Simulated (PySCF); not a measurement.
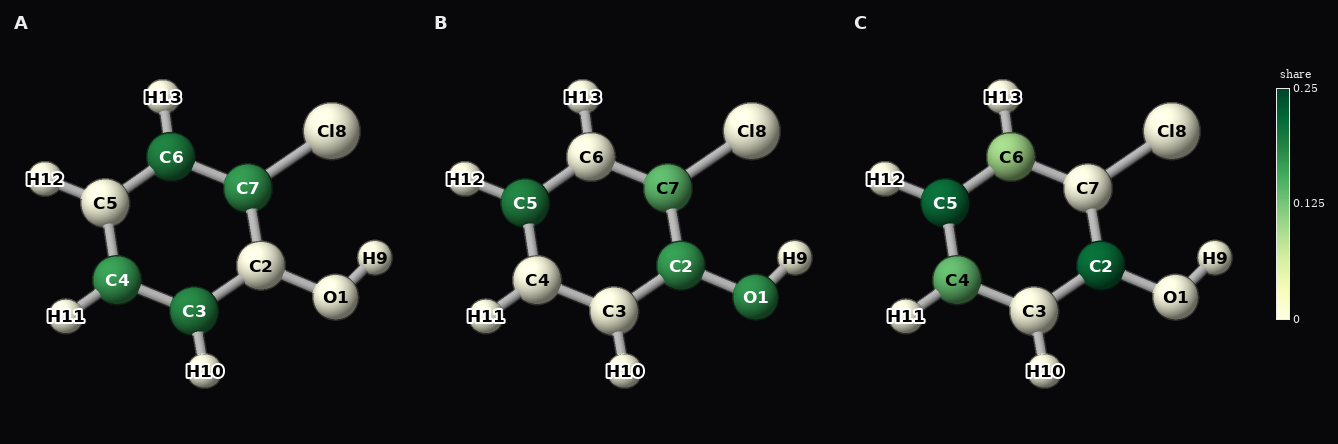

Each panel colours the atoms by their Löwdin share in one orbital (up to four of the largest shares; other atoms are shown as zero). The geometry was computed by an optimisation with GFN2-xTB. No frequency run is at hand to confirm it as a minimum. Method: CAM-B3LYP/def2-SVPD (PySCF 2.14.0).

**The panels show the HOMO, LUMO, LUMO+1, in some order. Which is which?**

A: LUMO, 0.42 eV; C6 0.19, C3 0.18, C7 0.17, C4 0.17
B: HOMO, −8.05 eV; C5 0.19, O1 0.17, C2 0.17, C7 0.14
C: LUMO+1, 0.88 eV; C2 0.21, C5 0.21, C4 0.14, C6 0.10
